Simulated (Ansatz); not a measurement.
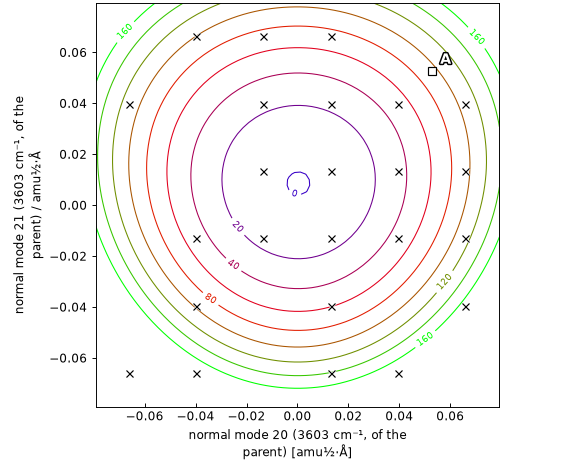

H₆InN₃, charge −1, spin multiplicity 2. 
- Coordinates scanned: (1) normal mode 20 (3603 cm⁻¹, of the parent); (2) normal mode 21 (3603 cm⁻¹, of the parent).
- Nothing is relaxed (straight displacements along the two mass-weighted modes).
- Grid: 13 × 13 points. At 24 points there is no value.
- Points are written as (first, second).
- All energies are given in meV relative to the lowest grid point.
- Near the degeneracy a single determinant is a rough description.
- The calculation used UKS PBE0-D4/def2-SVPD in Ansatz 0.2.0.

The picture shows contour lines labelled in meV (none above 160), crosses at grid points without a value, the point A. Between grid points the surface is interpolated.

### Which way does the force act at A, and how strong is it?

A, at (0.053 amu½·Å, 0.053 amu½·Å), is not a stationary point. The computed force is 2000 meV for each amu½·Å towards smaller values of the first coordinate and 1700 meV for each amu½·Å towards smaller values of the second coordinate.
